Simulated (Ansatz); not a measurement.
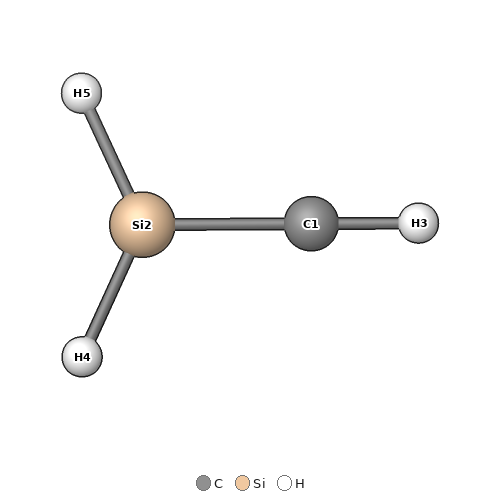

The system is CH3Si, SMILES [CH+]=[SiH2], charge +1; the picture shows the reference structure. 
- The first coordinate is: bond length Si2–H4; the second: bond length Si2–H5.
- Nothing is relaxed (all other coordinates rigid).
- The scan uses a 15 × 15 grid.
- Points are written as (first, second).
- Energies are in kJ/mol, from the lowest grid point.
- Level of theory: RKS r2SCAN-D4/def2-TZVP in Ansatz 0.2.0.

Its coordinates:

```xyz
5

C     0.4540   -0.7717    0.5547
Si   -0.2826    0.4796   -0.3450
H     0.9218   -1.5652    1.1244
H    -1.5707    0.1135   -0.9638
H     0.4776    1.7437   -0.3703
```

Range: bond length Si2–H4 from 1.239 to 1.918 Å; bond length Si2–H5 from 1.298 to 1.844 Å.

**What landscape does the calculation give?**

The lowest grid point is at (1.482 Å, 1.493 Å). No other kind of well shows on this grid. The highest grid point, (1.918 Å, 1.844 Å), lies 167 kJ/mol above the lowest. Round the minimum the contours are nearly round: the two directions are equally stiff and uncoupled.

```
bond length Si2–H5 ↓, bond length Si2–H4 →  1.239  1.288  1.336  1.385  1.433  1.482  1.530  1.578  1.627  1.675  1.724  1.772  1.821  1.869  1.918
                                     1.844    145    115     94     81     74     73     75     80     89     99    111    124    138    152    167
                                     1.805    133    103     82     69     63     61     63     69     77     87     99    112    126    140    155
                                     1.766    122     92     71     58     52     50     52     58     66     76     88    101    115    129    145
                                     1.727    112     81     61     48     41     39     42     47     56     66     78     91    105    119    134
                                     1.688    102     71     51     38     31     30     32     38     46     56     68     81     95    109    125
                                     1.649     93     63     42     29     22     21     23     29     37     47     59     72     86    101    116
                                     1.610     85     55     34     21     15     13     15     21     29     40     52     65     79     93    108
                                     1.571     79     49     28     15      8      7      9     15     23     33     46     58     73     87    102
                                     1.532     75     44     24     11      4      2      5     10     19     29     41     54     68     83     98
                                     1.493     72     42     21      8      2      0      2      8     16     27     39     52     66     80     96
                                     1.454     73     42     22      8      2      0      3      8     17     27     39     52     66     81     96
                                     1.415     76     45     25     12      5      3      6     11     20     30     42     55     69     84     99
                                     1.376     82     52     31     18     12     10     12     18     26     37     49     62     76     90    106
                                     1.337     93     63     42     29     22     21     23     29     37     48     60     73     87    101    117
                                     1.298    109     79     58     45     38     37     39     45     53     63     76     89    103    117    133
```

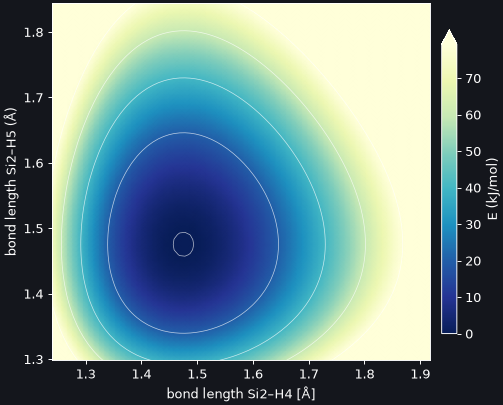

In the figure: a smooth colour map with a few white contour lines, one colour for all values above the top of the scale. Between grid points the surface is interpolated.

Time for the 225 points that were run: 15 min on 1 thread of Arm Neoverse N1 (shared host).
